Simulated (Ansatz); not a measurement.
**Run report: BPH$_{5}$Cl, nudged elastic band (part 1 of 2)**

System: BPH$_{5}$Cl.
Method: RKS B3LYP-D4/6-31G* (Ansatz 0.2.0).

The run did not end well. One setting was made poor on purpose. It belongs to a series of runs on one base structure; here: band between the two ends.

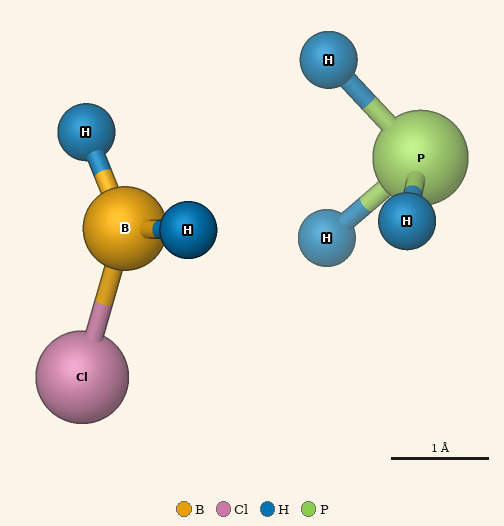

Fig. 1: The starting structure (ball-and-stick view, seen at a tilt).

Outcome:

```tsv
quantity	value
outcome	not converged
barrier, forward (band not converged)	1.228 eV
barrier, backward	0.489 eV
hardware	1 thread of Arm Neoverse V2, 24 GiB of memory available, shared host
wall time	19 min
peak memory	0.12 GiB
```

Diagnosis:

The run did not converge: “NEB band did not converge after 60 iterations: max|band force component| = 3.78e-1 eV/Å (threshold 5.0e-2); raise `neb.max_iterations` in a new run, which can start from the last band evaluated (`neb.initial_path`, with `crystal.atoms` and `neb.final_atoms` set to its first and last images), add images, or start from endpoints closer to local minima …” Its last values are not results. A deliberately poor setting: step length.

Input:
```yaml
crystal:
  periodic: [false, false, false]
  atoms:
    - { symbol: B, position_ang: [0.03248, 0.333261, 0.086647] }
    - { symbol: Cl, position_ang: [0.094133, 1.04094, 1.690642] }
    - { symbol: H, position_ang: [1.053559, 0.207175, -0.508723] }
    - { symbol: H, position_ang: [-1.031282, 0.038588, -0.354461] }
    - { symbol: P, position_ang: [0.276814, -3.176182, 0.887767] }
    - { symbol: H, position_ang: [-0.577132, -2.694726, -0.145076] }
    - { symbol: H, position_ang: [1.335458, -2.284893, 0.551782] }
    - { symbol: H, position_ang: [-0.26883, -2.300462, 1.867824] }
basis:
  gaussian: { orbitals: "6-31G*" }
hamiltonian:
  xc: b3lyp
  dispersion: d4
neb:
  order_check: false
  images: 9
  f_tol: 0.05
  max_iterations: 60
  max_displacement: 0.02
  optimiser: fire
  final_atoms:
    - { symbol: B, position_ang: [0.1449612, -0.45239574, -0.92510257] }
    - { symbol: Cl, position_ang: [-0.24421572, -0.56334045, 3.98055569] }
    - { symbol: H, position_ang: [1.13987437, 0.13820889, -1.21090352] }
    - { symbol: H, position_ang: [-0.9063851, -0.14437222, -1.39344111] }
    - { symbol: P, position_ang: [0.1966652, -1.71851262, 0.4620118] }
    - { symbol: H, position_ang: [-0.73796459, -2.72047986, 0.11885506] }
    - { symbol: H, position_ang: [1.40990368, -2.42424193, 0.30555993] }
    - { symbol: H, position_ang: [-0.08763904, -0.95116507, 2.73886671] }
  initial_path:
    images:
      - { positions_ang: [[0.03248, 0.333261, 0.086647], [0.094133, 1.04094, 1.690642], [1.053559, 0.207175, -0.508723], [-1.031282, 0.038588, -0.354461], [0.276814, -3.176182, 0.887767], [-0.577132, -2.694726, -0.145076], [1.335458, -2.284893, 0.551782], [-0.26883, -2.300462, 1.867824]] }
      - { positions_ang: [[0.0234603, 0.26719461, 0.07120443], [0.07193673, 0.82946761, 1.79638268], [1.04663526, 0.1699024, -0.52367014], [-1.03340553, 0.02996356, -0.40109384], [0.24229987, -2.9603452, 0.84785318], [-0.59214876, -2.73993429, -0.15342042], [1.36020305, -2.33229867, 0.57817967], [-0.20378093, -2.10024902, 1.86096645]] }
      - { positions_ang: [[0.01444061, 0.20112821, 0.05576186], [0.04974046, 0.61799521, 1.90212335], [1.03971152, 0.13262981, -0.53861728], [-1.03552905, 0.02133913, -0.44772668], [0.20778574, -2.7445084, 0.80793936], [-0.60716552, -2.78514258, -0.16176484], [1.3849481, -2.37970435, 0.60457734], [-0.13873187, -1.90003603, 1.85410889]] }
      - { positions_ang: [[0.00542091, 0.13506182, 0.04031929], [0.02754419, 0.40652282, 2.00786403], [1.03278778, 0.09535721, -0.55356442], [-1.03765258, 0.01271469, -0.49435951], [0.17327161, -2.52867159, 0.76802553], [-0.62218227, -2.83035088, -0.17010927], [1.40969315, -2.42711002, 0.63097501], [-0.0736828, -1.69982305, 1.84725134]] }
      - { positions_ang: [[-0.00359878, 0.06899543, 0.02487672], [0.00534792, 0.19505042, 2.11360471], [1.02586404, 0.05808462, -0.56851157], [-1.0397761, 0.00409025, -0.54099235], [0.13875748, -2.31283479, 0.72811171], [-0.63719903, -2.87555917, -0.17845369], [1.4344382, -2.4745157, 0.65737268], [-0.00863373, -1.49961006, 1.84039379]] }
      - { positions_ang: [[-0.01261848, 0.00292903, 0.00943415], [-0.01684835, -0.01642197, 2.21934538], [1.0189403, 0.02081202, -0.58345871], [-1.04189963, -0.00453418, -0.58762519], [0.10424335, -2.09699799, 0.68819789], [-0.65221579, -2.92076746, -0.18679811], [1.45918325, -2.52192137, 0.68377035], [0.05641534, -1.29939708, 1.83353624]] }
      - { positions_ang: [[0.01889746, -0.08813592, -0.17747319], [-0.06232182, -0.12580567, 2.57158744], [1.04312711, 0.0442914, -0.70894767], [-1.01479672, -0.03250179, -0.74878838], [0.12272772, -2.02130092, 0.64296067], [-0.66936555, -2.88070994, -0.12566748], [1.44932734, -2.50238548, 0.60812827], [0.02760446, -1.22975068, 2.01460233]] }
      - { positions_ang: [[0.05041339, -0.17920088, -0.36438054], [-0.1077953, -0.23518936, 2.9238295], [1.06731393, 0.06777077, -0.83443663], [-0.98769382, -0.0604694, -0.90995156], [0.14121209, -1.94560384, 0.59772345], [-0.68651531, -2.84065242, -0.06453684], [1.43947142, -2.48284959, 0.53248618], [-0.00120641, -1.16010427, 2.19566843]] }
      - { positions_ang: [[0.08192933, -0.27026583, -0.55128788], [-0.15326877, -0.34457306, 3.27607157], [1.09150074, 0.09125015, -0.95992559], [-0.96059091, -0.08843701, -1.07111475], [0.15969646, -1.86990677, 0.55248623], [-0.70366507, -2.8005949, -0.00340621], [1.42961551, -2.46331371, 0.4568441], [-0.03001729, -1.09045787, 2.37673452]] }
      - { positions_ang: [[0.11344526, -0.36133078, -0.73819522], [-0.19874225, -0.45395676, 3.62831363], [1.11568756, 0.11472952, -1.08541455], [-0.933488, -0.11640462, -1.23227793], [0.17818083, -1.79420969, 0.50724902], [-0.72081483, -2.76053738, 0.05772443], [1.4197596, -2.44377782, 0.38120201], [-0.05882816, -1.02081147, 2.55780062]] }
      - { positions_ang: [[0.1449612, -0.45239574, -0.92510257], [-0.24421572, -0.56334045, 3.98055569], [1.13987437, 0.13820889, -1.21090352], [-0.9063851, -0.14437222, -1.39344111], [0.1966652, -1.71851262, 0.4620118], [-0.73796459, -2.72047986, 0.11885506], [1.40990368, -2.42424193, 0.30555993], [-0.08763904, -0.95116507, 2.73886671]] }
```

Launched with:
```bash
ansatz run input.yaml --threads 1 --pin off --max-ram 2048MiB --backend cpu --events-out ev --progress --plain --runs-dir out
```

What the program printed:
```
Engine: ansatz 0.2.0, aarch64-unknown-linux-gnu
Functional definition: B3LYP
  parameter a0 = 0.2
  parameter ax = 0.72
  parameter ac = 0.81
  exchange = (1 - a0 - ax)*slater_x + ax*b88_x + a0*exact_x
  correlation = (1 - ac)*vwn_rpa_c + ac*lyp_c
700 factors; integrals over basis functions are off by at most 4.5e-4 eV
mean field evaluation 1: about -22568.7959 eV, gradient 1.3e1 eV
mean field evaluation 2: about -22569.1309 eV, gradient 8.9e0 eV
mean field evaluation 4: about -22569.3730 eV, gradient 5.5e-1 eV
mean field evaluation 8: about -22569.3831 eV, gradient 6.7e-3 eV
mean field -22569.38311716 eV, -829.4095314784 hartree, gradient 4.0e-5 eV, S^2 0.000000; 0 other end points of the search recorded, 0 dependent functions left out
the calculation of the forces begins
reference -22569.38335716 eV, -829.4095402980 hartree; 21, 21 occupied and 42, 42 virtual orbitals, 700 factors
695 factors; integrals over basis functions are off by at most 7.2e-4 eV
mean field evaluation 16: about -22568.6317 eV, gradient 2.2e0 eV
mean field -22568.65400968 eV, -829.3827372728 hartree, gradient 9.6e-6 eV, S^2 0.000000; 0 other end points of the search recorded, 0 dependent functions left out
[... from here on the field's lines of each further geometry are left out, up to the last ...]
NEB iter   1: max|band force component| = 6.742e0 eV/Å  barrier→ = 3.7584 eV  barrier← = 3.0188 eV  Δτ_max = 0.0200 Å  (258 SCF iters)
NEB iter   2: max|band force component| = 5.795e0 eV/Å  barrier→ = 3.4686 eV  barrier← = 2.7290 eV  Δτ_max = 0.0200 Å  (235 SCF iters)
NEB iter   3: max|band force component| = 5.096e0 eV/Å  barrier→ = 3.1980 eV  barrier← = 2.4585 eV  Δτ_max = 0.0200 Å  (237 SCF iters)
NEB iter   4: max|band force component| = 4.476e0 eV/Å  barrier→ = 2.9530 eV  barrier← = 2.2134 eV  Δτ_max = 0.0200 Å  (230 SCF iters)
NEB iter   5: max|band force component| = 3.925e0 eV/Å  barrier→ = 2.7282 eV  barrier← = 1.9887 eV  Δτ_max = 0.0200 Å  (225 SCF iters)
NEB iter   6: max|band force component| = 3.437e0 eV/Å  barrier→ = 2.5199 eV  barrier← = 1.7804 eV  Δτ_max = 0.0200 Å  (226 SCF iters)
NEB iter   7: max|band force component| = 3.041e0 eV/Å  barrier→ = 2.3260 eV  barrier← = 1.5864 eV  Δτ_max = 0.0200 Å  (219 SCF iters)
NEB iter   8: max|band force component| = 2.721e0 eV/Å  barrier→ = 2.1465 eV  barrier← = 1.4070 eV  Δτ_max = 0.0200 Å  (220 SCF iters)
NEB iter   9: max|band force component| = 2.390e0 eV/Å  barrier→ = 2.0100 eV  barrier← = 1.2704 eV  Δτ_max = 0.0200 Å  (217 SCF iters)
NEB iter  10: max|band force component| = 2.086e0 eV/Å  barrier→ = 1.9175 eV  barrier← = 1.1779 eV  Δτ_max = 0.0200 Å  (210 SCF iters)
NEB iter  11: max|band force component| = 1.951e0 eV/Å  barrier→ = 1.8354 eV  barrier← = 1.0958 eV  Δτ_max = 0.0200 Å  (210 SCF iters)
NEB iter  12: max|band force component| = 1.854e0 eV/Å  barrier→ = 1.7717 eV  barrier← = 1.0321 eV  Δτ_max = 0.0200 Å  (211 SCF iters)
NEB iter  13: max|band force component| = 1.827e0 eV/Å  barrier→ = 1.7185 eV  barrier← = 0.9790 eV  Δτ_max = 0.0200 Å  (207 SCF iters)
NEB iter  14: max|band force component| = 1.847e0 eV/Å  barrier→ = 1.6727 eV  barrier← = 0.9331 eV  Δτ_max = 0.0200 Å  (208 SCF iters)
NEB iter  15: max|band force component| = 1.846e0 eV/Å  barrier→ = 1.6320 eV  barrier← = 0.8924 eV  Δτ_max = 0.0200 Å  (209 SCF iters)
NEB iter  16: max|band force component| = 1.826e0 eV/Å  barrier→ = 1.5968 eV  barrier← = 0.8573 eV  Δτ_max = 0.0200 Å  (206 SCF iters)
NEB iter  17: max|band force component| = 1.790e0 eV/Å  barrier→ = 1.5658 eV  barrier← = 0.8262 eV  Δτ_max = 0.0200 Å  (205 SCF iters)
NEB iter  18: max|band force component| = 1.741e0 eV/Å  barrier→ = 1.5409 eV  barrier← = 0.8014 eV  Δτ_max = 0.0200 Å  (204 SCF iters)
NEB iter  19: max|band force component| = 1.680e0 eV/Å  barrier→ = 1.5232 eV  barrier← = 0.7836 eV  Δτ_max = 0.0200 Å  (204 SCF iters)
NEB iter  20: max|band force component| = 1.607e0 eV/Å  barrier→ = 1.5061 eV  barrier← = 0.7666 eV  Δτ_max = 0.0200 Å  (204 SCF iters)
NEB iter  21: max|band force component| = 1.525e0 eV/Å  barrier→ = 1.4895 eV  barrier← = 0.7499 eV  Δτ_max = 0.0200 Å  (203 SCF iters)
NEB iter  22: max|band force component| = 1.435e0 eV/Å  barrier→ = 1.4728 eV  barrier← = 0.7333 eV  Δτ_max = 0.0200 Å  (204 SCF iters)
NEB iter  23: max|band force component| = 1.339e0 eV/Å  barrier→ = 1.4559 eV  barrier← = 0.7163 eV  Δτ_max = 0.0197 Å  (204 SCF iters)
NEB iter  24: max|band force component| = 1.240e0 eV/Å  barrier→ = 1.4384 eV  barrier← = 0.6989 eV  Δτ_max = 0.0200 Å  (206 SCF iters)
NEB iter  25: max|band force component| = 1.134e0 eV/Å  barrier→ = 1.4200 eV  barrier← = 0.6804 eV  Δτ_max = 0.0166 Å  (204 SCF iters)
NEB iter  26: max|band force component| = 1.047e0 eV/Å  barrier→ = 1.4029 eV  barrier← = 0.6634 eV  Δτ_max = 0.0200 Å  (200 SCF iters)
NEB iter  27: max|band force component| = 9.391e-1 eV/Å  barrier→ = 1.3808 eV  barrier← = 0.6413 eV  Δτ_max = 0.0136 Å  (204 SCF iters)
NEB iter  28: max|band force component| = 8.658e-1 eV/Å  barrier→ = 1.3633 eV  barrier← = 0.6237 eV  Δτ_max = 0.0200 Å  (196 SCF iters)
NEB iter  29: max|band force component| = 7.552e-1 eV/Å  barrier→ = 1.3352 eV  barrier← = 0.5956 eV  Δτ_max = 0.0109 Å  (200 SCF iters)
NEB iter  30: max|band force component| = 6.939e-1 eV/Å  barrier→ = 1.3166 eV  barrier← = 0.5771 eV  Δτ_max = 0.0200 Å  (193 SCF iters)
NEB iter  31: max|band force component| = 5.784e-1 eV/Å  barrier→ = 1.2791 eV  barrier← = 0.5396 eV  Δτ_max = 0.0084 Å  (205 SCF iters)
NEB iter  32: max|band force component| = 5.279e-1 eV/Å  barrier→ = 1.2649 eV  barrier← = 0.5253 eV  Δτ_max = 0.0162 Å  (191 SCF iters)
NEB iter  33: max|band force component| = 6.526e-1 eV/Å  barrier→ = 1.2470 eV  barrier← = 0.5074 eV  CI = image 6  Δτ_max = 0.0200 Å  (199 SCF iters)
NEB iter  34: max|band force component| = 6.737e-1 eV/Å  barrier→ = 1.2342 eV  barrier← = 0.4946 eV  CI = image 6  Δτ_max = 0.0111 Å  (206 SCF iters)
NEB iter  35: max|band force component| = 6.946e-1 eV/Å  barrier→ = 1.2353 eV  barrier← = 0.4957 eV  CI = image 6  Δτ_max = 0.0200 Å  (191 SCF iters)
NEB iter  36: max|band force component| = 7.215e-1 eV/Å  barrier→ = 1.2375 eV  barrier← = 0.4979 eV  CI = image 6  Δτ_max = 0.0112 Å  (200 SCF iters)
NEB iter  37: max|band force component| = 7.190e-1 eV/Å  barrier→ = 1.2387 eV  barrier← = 0.4992 eV  CI = image 6  Δτ_max = 0.0200 Å  (190 SCF iters)
NEB iter  38: max|band force component| = 7.116e-1 eV/Å  barrier→ = 1.2408 eV  barrier← = 0.5012 eV  CI = image 6  Δτ_max = 0.0109 Å  (197 SCF iters)
NEB iter  39: max|band force component| = 7.017e-1 eV/Å  barrier→ = 1.2417 eV  barrier← = 0.5021 eV  CI = image 6  Δτ_max = 0.0200 Å  (187 SCF iters)
NEB iter  40: max|band force component| = 6.824e-1 eV/Å  barrier→ = 1.2430 eV  barrier← = 0.5034 eV  CI = image 6  Δτ_max = 0.0104 Å  (197 SCF iters)
NEB iter  41: max|band force component| = 6.694e-1 eV/Å  barrier→ = 1.2433 eV  barrier← = 0.5038 eV  CI = image 6  Δτ_max = 0.0200 Å  (192 SCF iters)
NEB iter  42: max|band force component| = 6.442e-1 eV/Å  barrier→ = 1.2438 eV  barrier← = 0.5042 eV  CI = image 6  Δτ_max = 0.0098 Å  (197 SCF iters)
NEB iter  43: max|band force component| = 6.304e-1 eV/Å  barrier→ = 1.2436 eV  barrier← = 0.5041 eV  CI = image 6  Δτ_max = 0.0193 Å  (191 SCF iters)
NEB iter  44: max|band force component| = 6.035e-1 eV/Å  barrier→ = 1.2432 eV  barrier← = 0.5036 eV  CI = image 6  Δτ_max = 0.0200 Å  (203 SCF iters)
NEB iter  45: max|band force component| = 5.760e-1 eV/Å  barrier→ = 1.2424 eV  barrier← = 0.5028 eV  CI = image 6  Δτ_max = 0.0087 Å  (204 SCF iters)
NEB iter  46: max|band force component| = 5.629e-1 eV/Å  barrier→ = 1.2417 eV  barrier← = 0.5021 eV  CI = image 6  Δτ_max = 0.0172 Å  (191 SCF iters)
NEB iter  47: max|band force component| = 5.379e-1 eV/Å  barrier→ = 1.2402 eV  barrier← = 0.5006 eV  CI = image 6  Δτ_max = 0.0200 Å  (201 SCF iters)
NEB iter  48: max|band force component| = 5.107e-1 eV/Å  barrier→ = 1.2383 eV  barrier← = 0.4988 eV  CI = image 6  Δτ_max = 0.0078 Å  (201 SCF iters)
NEB iter  49: max|band force component| = 5.004e-1 eV/Å  barrier→ = 1.2374 eV  barrier← = 0.4978 eV  CI = image 6  Δτ_max = 0.0154 Å  (191 SCF iters)
NEB iter  50: max|band force component| = 4.812e-1 eV/Å  barrier→ = 1.2355 eV  barrier← = 0.4960 eV  CI = image 6  Δτ_max = 0.0200 Å  (201 SCF iters)
NEB iter  51: max|band force component| = 4.586e-1 eV/Å  barrier→ = 1.2332 eV  barrier← = 0.4937 eV  CI = image 6  Δτ_max = 0.0070 Å  (199 SCF iters)
NEB iter  52: max|band force component| = 4.514e-1 eV/Å  barrier→ = 1.2324 eV  barrier← = 0.4928 eV  CI = image 6  Δτ_max = 0.0138 Å  (191 SCF iters)
NEB iter  53: max|band force component| = 4.381e-1 eV/Å  barrier→ = 1.2308 eV  barrier← = 0.4913 eV  CI = image 6  Δτ_max = 0.0200 Å  (202 SCF iters)
NEB iter  54: max|band force component| = 4.216e-1 eV/Å  barrier→ = 1.2289 eV  barrier← = 0.4894 eV  CI = image 6  Δτ_max = 0.0064 Å  (202 SCF iters)
NEB iter  55: max|band force component| = 4.167e-1 eV/Å  barrier→ = 1.2285 eV  barrier← = 0.4889 eV  CI = image 6  Δτ_max = 0.0127 Å  (189 SCF iters)
NEB iter  56: max|band force component| = 4.080e-1 eV/Å  barrier→ = 1.2277 eV  barrier← = 0.4881 eV  CI = image 6  Δτ_max = 0.0188 Å  (199 SCF iters)
NEB iter  57: max|band force component| = 3.971e-1 eV/Å  barrier→ = 1.2270 eV  barrier← = 0.4875 eV  CI = image 6  Δτ_max = 0.0200 Å  (200 SCF iters)
NEB iter  58: max|band force component| = 3.879e-1 eV/Å  barrier→ = 1.2270 eV  barrier← = 0.4875 eV  CI = image 6  Δτ_max = 0.0058 Å  (200 SCF iters)
NEB iter  59: max|band force component| = 3.845e-1 eV/Å  barrier→ = 1.2274 eV  barrier← = 0.4878 eV  CI = image 6  Δτ_max = 0.0115 Å  (189 SCF iters)
the calculation of the forces begins
reference -22568.55915996 eV, -829.3792516098 hartree; 21, 21 occupied and 42, 42 virtual orbitals, 696 factors
these checks for a lower state are left out or cut short: starts, cluster_reference, orbital_swaps, neighbouring_geometries, increment
695 factors; integrals over basis functions are off by at most 6.7e-4 eV
mean field -22568.62218589 eV, -829.3815677699 hartree, gradient 1.1e-5 eV, S^2 0.000000; 0 other end points of the search recorded, 0 dependent functions left out
the calculation of the forces begins
reference -22568.62244268 eV, -829.3815772069 hartree; 21, 21 occupied and 42, 42 virtual orbitals, 695 factors
NEB iter  60: max|band force component| = 3.783e-1 eV/Å  barrier→ = 1.2283 eV  barrier← = 0.4887 eV  CI = image 6  Δτ_max = 0.0171 Å  (200 SCF iters)
```
